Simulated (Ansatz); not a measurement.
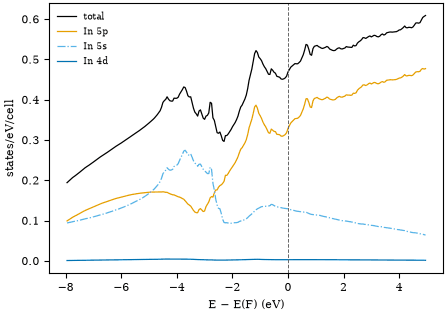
*Total and projected density of states of In (body-centred tetragonal, I4/mmm), DFT-PBE+D3(BJ) in the program Ansatz with PAW potentials*

Which orbitals carry the states next to the Fermi level?

Within 0.5 eV of the Fermi level: In 5p 70 %, In 5s 27 %. Projections are on Löwdin-orthogonalised atomic valence shells; empty p or d shells of many metals are not among them.

Where is the tallest occupied peak in this window, and what makes it?

Near -1.1 eV, about 0.52 states/eV per cell; the largest projected share is In 5p.

Its axis ratio c/a = 0.91 departs by over 6 % from that of the usual cell of this phase: another minimum, or an error of the functional. The cell keeps a stress of up to 0.3 GPa. Symmetry was held in the PBE+D3(BJ) relaxation; its stability against distortions is not shown here. The volume moved by -50 % from the start of the relaxation. The pairwise dispersion correction was not fitted to metals. Spin–orbit coupling is left out wherever it is not named.

Potentials: the later of the program's two PAW sets.
